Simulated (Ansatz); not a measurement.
B₃H₄Cl: several calculations on one system

### Relaxation

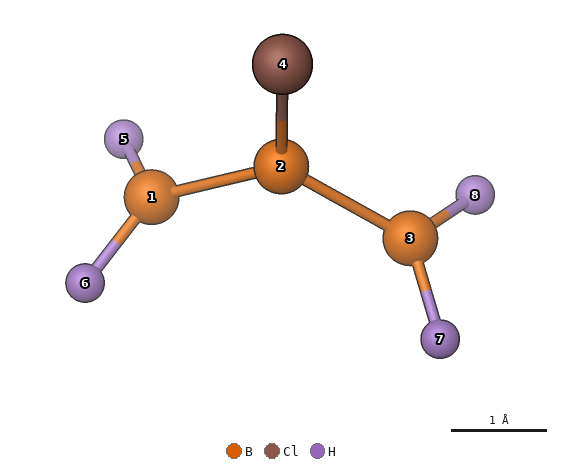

This is the input geometry for a relaxation of B3H4Cl. A ball-and-stick model, seen from a free direction.

The run prepares an end point of a later path (torsion) calculation, from a guessed geometry.

All numbers below come from RKS PBE/def2-SVP in Ansatz.

Input file:
```yaml
crystal:
  periodic: [false, false, false]
  atoms:
    - { symbol: B, position_ang: [-0.35604, 1.25957, -0.53052] }
    - { symbol: B, position_ang: [-0.32831, -0.37252, -0.37235] }
    - { symbol: B, position_ang: [0.62544, -0.9527, 0.83003] }
    - { symbol: Cl, position_ang: [-1.25086, -1.42237, -1.40362] }
    - { symbol: H, position_ang: [-1.09741, 1.92871, 0.08015] }
    - { symbol: H, position_ang: [0.4139, 1.83971, -1.1965] }
    - { symbol: H, position_ang: [1.75827, -1.20196, 0.66518] }
    - { symbol: H, position_ang: [0.23501, -1.07845, 1.92762] }
basis:
  gaussian: { orbitals: def2-SVP }
hamiltonian:
  xc: pbe
relax:
  f_tol: 0.015
  max_steps: 40
```

Command:
```bash
ansatz run input.yaml --threads 1 --pin off --max-ram 2048MiB --backend cpu --events-out ev --progress --plain --runs-dir out
```

**What does the optimiser find from here?**

The energy falls by 0.181 eV in 10 geometry steps. Largest force component: 1.1 eV/Å at the start, 0.0094 eV/Å at the end. The largest moves after the best rigid fit, 0.29 Å, are those of H5 and H8. Largest moves by element: H 0.29 Å, B 0.27 Å, Cl 0.21 Å. Near-neighbour distances that change, for instance: B2–Cl4 1.737 → 1.802 Å, B1–H5 1.171 → 1.219 Å, B1–B2 1.640 → 1.664 Å. Bond angles that change, for instance: B1–B2–B3 115.6° → 135.9°, B1–B2–Cl4 122.4° → 112.3°. The run took 38 s on 1 thread of Arm Neoverse N1, with other jobs on the host, peak memory 0.15 GiB.

The structure at the end:

```xyz
8

B    -0.3990    1.3953   -0.5922
B    -0.1873   -0.2098   -0.2089
B     0.6906   -1.0640    0.9172
Cl   -1.1457   -1.2995   -1.2769
H    -1.2944    2.0574   -0.0957
H     0.3020    1.9513   -1.4205
H     1.8153   -1.4682    0.6761
H     0.2185   -1.3625    2.0010
```

The end point in the same view:

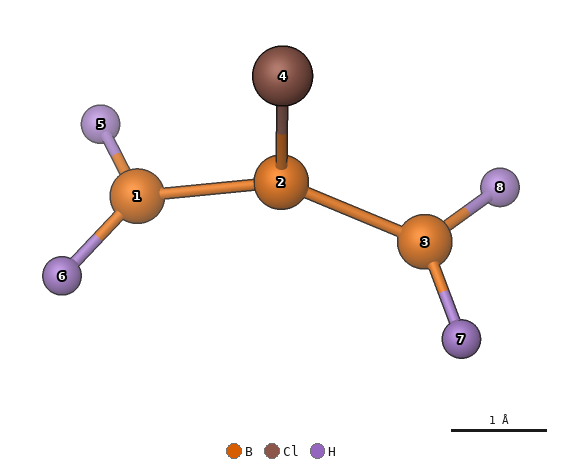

### Relaxation

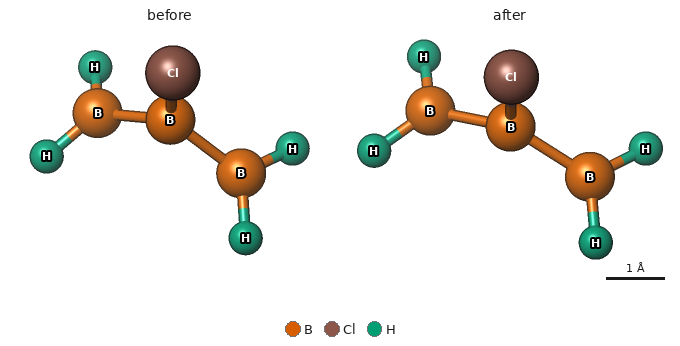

The structure of B3H4Cl before (left) and after (right) a relaxation, at one scale.

A ball-and-stick model, seen from a free direction.

The run prepares an end point of a later path (torsion) calculation, from a guessed geometry.

Level of theory: RKS PBE/def2-SVP (Ansatz 0.2.0).

The input:
```yaml
crystal:
  periodic: [false, false, false]
  atoms:
    - { symbol: B, position_ang: [-0.35604, 1.25957, -0.53052] }
    - { symbol: B, position_ang: [-0.32831, -0.37252, -0.37235] }
    - { symbol: B, position_ang: [0.62544, -0.9527, 0.83003] }
    - { symbol: Cl, position_ang: [-1.25086, -1.42237, -1.40362] }
    - { symbol: H, position_ang: [-1.09741, 1.92871, 0.08015] }
    - { symbol: H, position_ang: [0.4139, 1.83971, -1.1965] }
    - { symbol: H, position_ang: [0.22022, -1.14605, 1.91217] }
    - { symbol: H, position_ang: [1.73885, -1.26675, 0.64389] }
basis:
  gaussian: { orbitals: def2-SVP }
hamiltonian:
  xc: pbe
relax:
  f_tol: 0.015
  max_steps: 40
output:
  orbitals: {}
```

Command:
```bash
ansatz run input.yaml --threads 1 --pin off --max-ram 2048MiB --backend cpu --events-out ev --progress --plain --runs-dir out
```

Summarise the run.

Over 8 geometry steps the energy falls by 18.3 kJ/mol. The largest force component goes from 1.2 to 0.0044 eV/Å. The largest move after the best rigid fit is that of H5, 0.28 Å. Largest moves by element: H 0.28 Å, B 0.25 Å, Cl 0.19 Å. Near-neighbour distances that change, for instance: B2–Cl4 1.737 → 1.801 Å, B1–H5 1.171 → 1.219 Å, B1–B2 1.640 → 1.664 Å. Bond angles that change, for instance: B1–B2–B3 115.6° → 135.8°, B1–B2–Cl4 122.4° → 111.7°. Cost: 32 s on 1 thread of Arm Neoverse N1 (shared host), peak memory 0.15 GiB.

### Path

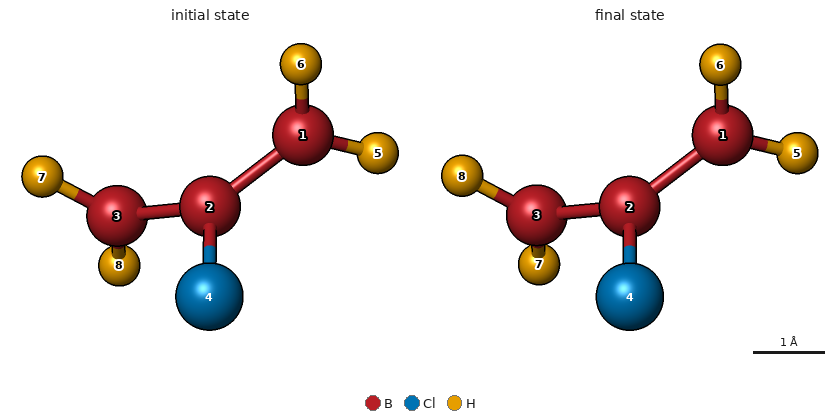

The two relaxed end points of a path for B3H4Cl. A ball-and-stick model, seen from a free direction.

All numbers below come from RKS PBE/def2-SVP in Ansatz.

Run with 7 movable images; climbing image; force threshold 0.05 eV/Å; iteration limit 60.

Start:
```xyz
8

B    -0.3990    1.3954   -0.5921
B    -0.1873   -0.2097   -0.2090
B     0.6905   -1.0641    0.9172
Cl   -1.1454   -1.2994   -1.2772
H    -1.2944    2.0574   -0.0956
H     0.3021    1.9515   -1.4202
H     1.8153   -1.4682    0.6761
H     0.2183   -1.3628    2.0008
```

End:
```xyz
8

B    -0.3986    1.3930   -0.5911
B    -0.1870   -0.2127   -0.2079
B     0.6918   -1.0655    0.9189
Cl   -1.1508   -1.2878   -1.2847
H    -1.2964    2.0532   -0.0967
H     0.3017    1.9475   -1.4209
H     0.2212   -1.3622    2.0038
H     1.8181   -1.4655    0.6785
```

> Predict the minimum-energy path and its barrier.

The barrier is about 9.1 kcal/mol in both directions, with image 4 at the top; the ends have the same energy. The motion is a rotation about the B2–B3 bond by about 180°. No bond forms or breaks between the ends. Among the angles between lasting bonds that change up to the highest image: B1–B2–B3 135.9° → 116.5°, B1–B2–Cl4 112.3° → 125.4°. The band converged in 9 iterations. The largest component of the band force went from 21 to 0.025 eV/Å. The climbing image converged on the top of the path. Its vibrational analysis gives one imaginary mode (312i cm⁻¹), as a transition state must have.

Energies of the converged images:

| image | path (Å) | E (kcal/mol) |
| --- | --- | --- |
| 0 | 0.00 | 0.0 |
| 1 | 0.58 | 0.9 |
| 2 | 1.15 | 3.7 |
| 3 | 1.73 | 7.4 |
| 4 | 2.31 | 9.1 |
| 5 | 2.88 | 7.4 |
| 6 | 3.46 | 3.7 |
| 7 | 4.04 | 0.9 |
| 8 | 4.61 | 0.0 |

The geometry at the top of the path:

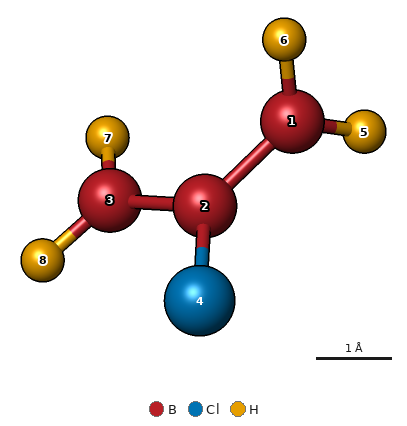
